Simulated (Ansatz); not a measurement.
Take Ga$_{2}$O$_{3}$ in the corundum structure (space group R-3c, No. 167; a = 5.058 Å, c = 13.623 Å (hexagonal axes)) as the base. Axes: x lies along a and z along c of the hexagonal cell.

It is then changed as follows: tensile biaxial strain of 1.05 % in the plane normal to [001], as in epitaxy on a mismatched substrate; the out-of-plane cell vector and the atoms relax.

The values are results of PBE in Ansatz (plane waves to 420 eV, PAW, scalar-relativistic without spin-orbit coupling), not measurements.

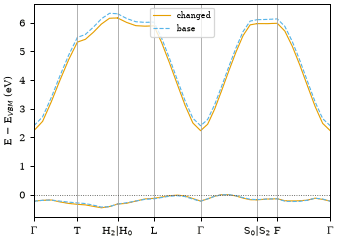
Fig. 1. Highest valence and lowest conduction band along the path, each from its own valence-band maximum

The gap is 2.23 eV, indirect, Γ–S₀ (50 % along) → Γ; the base has 2.40 eV.

Gaps are read on the SCF mesh and a high-symmetry path. No phonon test of stability was made.

Ansatz is an electronic-structure program.
